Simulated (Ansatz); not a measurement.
## Geometry relaxation of AlBH5O2F (part 2 of 2)

Continued. System: AlBH5O2F. Method: RHF/6-31G* (Ansatz 0.2.0). It belongs to a series of runs on one base structure; here: end point A relaxed.

Geometry of the input (Å):
```
B  -0.1195  -0.2127  -0.5026
F  -0.4442  -1.0371  0.4905
O  1.1355  -0.2294  -0.9786
H  1.7092  -0.8086  -0.4951
H  -0.9565  0.4321  -1.0257
O  0.0722  1.3262  1.5986
Al 0.8825  2.5253  2.4938
H  1.2134  2.2510  4.0166
H  1.2715  3.8486  1.7352
H  -0.2433  0.4849  1.9602
```

### Trajectory as extended XYZ, continued
```
10
Properties=species:S:1:pos:R:3:forces:R:3 step=6 energy=-14117.45175
B    -0.1268   -0.2277   -0.5871   -0.0425  -0.0673   0.0843
F    -0.4880   -1.1461    0.3117    0.0339   0.0731  -0.0766
O     1.1472   -0.1855   -1.0053    0.0300  -0.0414   0.0232
H     1.7071   -0.8046   -0.5540   -0.0255   0.0402  -0.0202
H    -0.9472    0.4649   -1.0773    0.0065   0.0118   0.0184
O     0.0889    1.2471    1.7546   -0.0299  -0.0677   0.0985
Al    0.8857    2.5411    2.5271    0.0622  -0.0071  -0.0171
H     1.1751    2.4428    4.0857   -0.0418   0.0145  -0.0862
H     1.3261    3.7602    1.6250   -0.0393  -0.0598   0.0543
H    -0.2472    0.4882    2.2124    0.0463   0.1039  -0.0785
10
Properties=species:S:1:pos:R:3:forces:R:3 step=7 energy=-14117.45115 accepted=F
B    -0.1278   -0.2148   -0.5775   -0.0449  -0.0251   0.0989
F    -0.4917   -1.1473    0.3054    0.0321   0.0546  -0.0855
O     1.1485   -0.1623   -0.9884    0.0324  -0.0566   0.0123
H     1.7072   -0.7872   -0.5436   -0.0237   0.0379  -0.0192
H    -0.9466    0.4847   -1.0610    0.0073  -0.0036   0.0142
O     0.0947    1.2222    1.7531    0.0260  -0.0949   0.1122
Al    0.9100    2.5157    2.5084   -0.1304   0.0848   0.0241
H     1.1487    2.4611    4.0787    0.0229  -0.0230  -0.1152
H     1.3253    3.7364    1.5967    0.0259  -0.0914   0.0447
H    -0.2475    0.4719    2.2211    0.0524   0.1173  -0.0865
10
Properties=species:S:1:pos:R:3:forces:R:3 step=8 energy=-14117.45371
B    -0.1277   -0.2193   -0.5759   -0.0296  -0.0413   0.0696
F    -0.4900   -1.1450    0.3143    0.0238   0.0511  -0.0620
O     1.1468   -0.1742   -0.9928    0.0162  -0.0284   0.0028
H     1.7061   -0.7958   -0.5449   -0.0107   0.0222  -0.0079
H    -0.9474    0.4769   -1.0622    0.0048   0.0076   0.0151
O     0.0975    1.2345    1.7448   -0.0007  -0.0316   0.0544
Al    0.8930    2.5300    2.5149   -0.0066   0.0061  -0.0068
H     1.1590    2.4441    4.0753   -0.0125   0.0009  -0.0461
H     1.3257    3.7503    1.6162   -0.0071  -0.0354   0.0199
H    -0.2421    0.4790    2.2031    0.0224   0.0487  -0.0388
10
Properties=species:S:1:pos:R:3:forces:R:3 step=9 energy=-14117.45593
B    -0.1203   -0.1995   -0.5544   -0.0256  -0.0054   0.0146
F    -0.4859   -1.1557    0.3004    0.0126   0.0360  -0.0254
O     1.1496   -0.1601   -0.9889   -0.0029   0.0078   0.0203
H     1.7074   -0.7972   -0.5623   -0.0040  -0.0047  -0.0111
H    -0.9349    0.5275   -1.0044    0.0176  -0.0201   0.0096
O     0.1068    1.2018    1.7472    0.0121   0.0050   0.0102
Al    0.8876    2.5178    2.4968   -0.0132  -0.0069  -0.0005
H     1.1220    2.4691    4.0614   -0.0048   0.0026  -0.0118
H     1.3352    3.7139    1.5779    0.0045  -0.0080  -0.0035
H    -0.2468    0.4627    2.2192    0.0038  -0.0062  -0.0024
10
Properties=species:S:1:pos:R:3:forces:R:3 step=10 energy=-14117.45744
B    -0.1172   -0.1624   -0.5289   -0.0576  -0.0413   0.0364
F    -0.4972   -1.1647    0.2688    0.0286   0.1198  -0.0848
O     1.1538   -0.1178   -0.9624    0.0300  -0.0442   0.0511
H     1.7031   -0.7826   -0.5656   -0.0470   0.0443  -0.0414
H    -0.9220    0.5980   -0.9461    0.0434  -0.0713   0.0335
O     0.1353    1.1321    1.7581    0.0134   0.0071   0.0642
Al    0.8827    2.4928    2.4663   -0.0290  -0.0240   0.0296
H     1.0576    2.5253    4.0431   -0.0069  -0.0001  -0.0739
H     1.3530    3.6442    1.5015    0.0036  -0.0193   0.0108
H    -0.2283    0.4155    2.2581    0.0215   0.0289  -0.0255
10
Properties=species:S:1:pos:R:3:forces:R:3 step=11 energy=-14117.45819
B    -0.1175   -0.1555   -0.5276   -0.0493  -0.0393   0.0247
F    -0.5016   -1.1576    0.2666    0.0132   0.0733  -0.0582
O     1.1542   -0.1131   -0.9581    0.0329  -0.0247   0.0248
H     1.6999   -0.7817   -0.5637   -0.0297   0.0310  -0.0252
H    -0.9203    0.6042   -0.9473    0.0302  -0.0416   0.0290
O     0.1429    1.1202    1.7624    0.0152   0.0227   0.0483
Al    0.8806    2.4898    2.4627   -0.0254  -0.0308   0.0213
H     1.0475    2.5336    4.0380   -0.0044   0.0024  -0.0434
H     1.3531    3.6353    1.4935    0.0038  -0.0097  -0.0010
H    -0.2180    0.4053    2.2664    0.0134   0.0167  -0.0202
10
Properties=species:S:1:pos:R:3:forces:R:3 step=12 energy=-14117.45882
B    -0.1189   -0.1491   -0.5267    0.0383   0.0452   0.0284
F    -0.5036   -1.1605    0.2504   -0.0137  -0.0198  -0.0092
O     1.1535   -0.0972   -0.9546   -0.0134  -0.0182  -0.0384
H     1.6954   -0.7831   -0.5882    0.0099   0.0011   0.0178
H    -0.9176    0.6216   -0.9272   -0.0191  -0.0053  -0.0061
O     0.1544    1.1032    1.7853   -0.0078  -0.0448  -0.0271
Al    0.8763    2.4874    2.4637    0.0046   0.0130  -0.0068
H     1.0070    2.5748    4.0364    0.0054   0.0123   0.0202
H     1.3756    3.6000    1.4697   -0.0009   0.0002   0.0082
H    -0.2014    0.3833    2.2841   -0.0034   0.0163   0.0131
10
Properties=species:S:1:pos:R:3:forces:R:3 step=13 energy=-14117.45941
B    -0.1154   -0.1339   -0.5206    0.0064  -0.0457  -0.0386
F    -0.5070   -1.1610    0.2329   -0.0041   0.0157   0.0062
O     1.1545   -0.0885   -0.9575    0.0123  -0.0101   0.0099
H     1.6928   -0.7839   -0.6023   -0.0126   0.0248   0.0021
H    -0.9118    0.6443   -0.9121   -0.0038   0.0172   0.0262
O     0.1686    1.0741    1.8023    0.0061  -0.0196  -0.0083
Al    0.8750    2.4790    2.4582   -0.0114   0.0117  -0.0019
H     0.9788    2.6097    4.0317    0.0033   0.0008  -0.0086
H     1.3825    3.5720    1.4453   -0.0023  -0.0173   0.0153
H    -0.1972    0.3685    2.3148    0.0061   0.0224  -0.0023
10
Properties=species:S:1:pos:R:3:forces:R:3 step=14 energy=-14117.45924 accepted=F
B    -0.1164   -0.1251   -0.5195    0.0150  -0.0322   0.0553
F    -0.5115   -1.1596    0.2235   -0.0075   0.0343  -0.0453
O     1.1537   -0.0801   -0.9565    0.0047  -0.0225   0.0022
H     1.6912   -0.7762   -0.6003   -0.0297   0.0344  -0.0148
H    -0.9089    0.6684   -0.8912    0.0117  -0.0241   0.0010
O     0.1906    1.0439    1.8066   -0.0073   0.0462   0.0615
Al    0.8648    2.4741    2.4491    0.0391  -0.0609   0.0047
H     0.9538    2.6329    4.0232   -0.0286  -0.0009  -0.0417
H     1.3930    3.5477    1.4265   -0.0239  -0.0094   0.0095
H    -0.1897    0.3544    2.3315    0.0265   0.0350  -0.0324
10
Properties=species:S:1:pos:R:3:forces:R:3 step=15 energy=-14117.45976
B    -0.1174   -0.1325   -0.5216    0.0124  -0.0044   0.0274
F    -0.5098   -1.1609    0.2298   -0.0097   0.0025  -0.0150
O     1.1529   -0.0854   -0.9566    0.0050  -0.0092  -0.0110
H     1.6919   -0.7780   -0.5974   -0.0093   0.0132  -0.0019
H    -0.9122    0.6533   -0.9019   -0.0010  -0.0060  -0.0015
O     0.1819    1.0616    1.8006    0.0129   0.0102   0.0169
Al    0.8768    2.4745    2.4540   -0.0311  -0.0041   0.0016
H     0.9644    2.6185    4.0275    0.0034  -0.0058  -0.0112
H     1.3858    3.5646    1.4404    0.0080  -0.0096   0.0015
H    -0.1935    0.3646    2.3180    0.0095   0.0132  -0.0069
10
Properties=species:S:1:pos:R:3:forces:R:3 step=16 energy=-14117.45982
B    -0.1168   -0.1321   -0.5215   -0.0053   0.0141   0.0194
F    -0.5166   -1.1574    0.2295   -0.0090  -0.0067  -0.0064
O     1.1517   -0.0970   -0.9624    0.0102   0.0008  -0.0174
H     1.6858   -0.7952   -0.6074   -0.0020   0.0027   0.0039
H    -0.9050    0.6631   -0.8968    0.0023  -0.0123  -0.0014
O     0.1943    1.0613    1.8001    0.0161   0.0104   0.0129
Al    0.8734    2.4809    2.4561   -0.0311  -0.0182   0.0017
H     0.9491    2.6195    4.0306    0.0071   0.0057  -0.0091
H     1.3800    3.5749    1.4455    0.0062  -0.0086   0.0054
H    -0.1751    0.3624    2.3193    0.0055   0.0121  -0.0091
10
Properties=species:S:1:pos:R:3:forces:R:3 step=17 energy=-14117.46002
B    -0.1185   -0.1248   -0.5184    0.0084   0.0100   0.0082
F    -0.5206   -1.1612    0.2158   -0.0105  -0.0047   0.0036
O     1.1491   -0.0866   -0.9617    0.0051  -0.0043  -0.0151
H     1.6825   -0.7904   -0.6164   -0.0058   0.0093   0.0011
H    -0.9055    0.6779   -0.8801    0.0028  -0.0089  -0.0001
O     0.2160    1.0389    1.8101    0.0000   0.0282   0.0233
Al    0.8669    2.4781    2.4534    0.0155  -0.0356   0.0024
H     0.9168    2.6509    4.0267   -0.0136   0.0007  -0.0261
H     1.3982    3.5491    1.4307   -0.0090  -0.0031   0.0077
H    -0.1641    0.3486    2.3329    0.0071   0.0083  -0.0050
10
Properties=species:S:1:pos:R:3:forces:R:3 step=18 energy=-14117.46017
B    -0.1186   -0.1239   -0.5182    0.0055   0.0026   0.0024
F    -0.5207   -1.1599    0.2165   -0.0078  -0.0018   0.0025
O     1.1477   -0.0880   -0.9657    0.0037  -0.0025  -0.0080
H     1.6812   -0.7920   -0.6211   -0.0066   0.0092   0.0001
H    -0.9054    0.6799   -0.8784    0.0039  -0.0073   0.0028
O     0.2208    1.0362    1.8121    0.0078   0.0263   0.0212
Al    0.8691    2.4771    2.4542   -0.0043  -0.0241   0.0020
H     0.9065    2.6566    4.0270   -0.0060  -0.0023  -0.0251
H     1.4007    3.5472    1.4307   -0.0021  -0.0066   0.0081
H    -0.1606    0.3472    2.3357    0.0059   0.0065  -0.0060
```

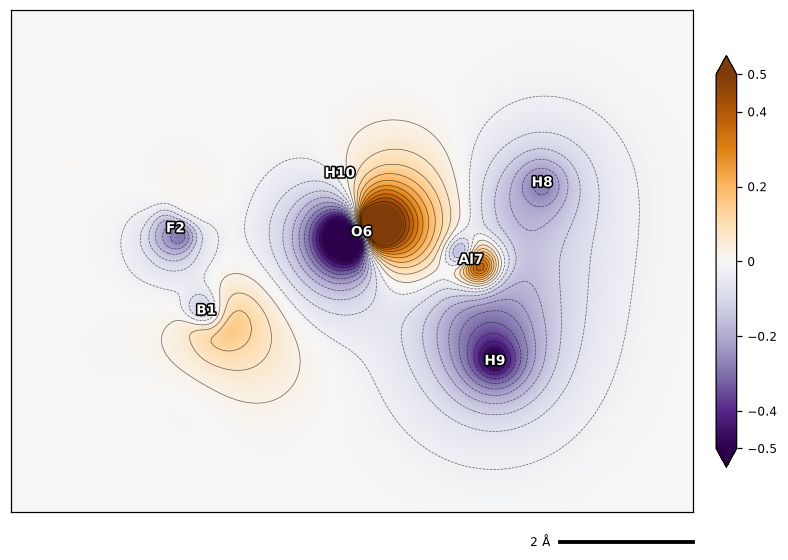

**Figure 1.** The HOMO−1 on the plane of atoms Al7, O6 and H10 (values in Å⁻³ᐟ²; the overall sign is arbitrary). It lies mainly on O6 (30 %), Al7 (20 %), H9 (15 %), H5 (10 %) and B1 (10 %). Its energy is −13.47 eV.

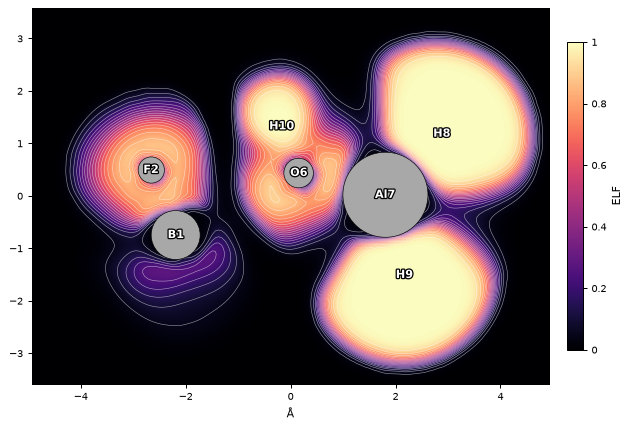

**Figure 2.** ELF on the plane of atoms Al7, O6 and H10. Grey discs, where drawn, cover atomic cores. The section cuts through B, F, O, Al and H sites. B1···O6 (2.63 Å): the ELF is only about 0.10 between them. Al–O (1.71 Å): the ELF peaks at about 0.90 in the valence shell of O, 0.6 Å from its nucleus, and is about 0.45 at the midpoint. O–H (0.95 Å): the ELF climbs to about 1 towards the hydrogen, as it does in any bond to H (a covalent bond by its length). Al–H (1.57 Å): the ELF climbs to about 1 towards the hydrogen.
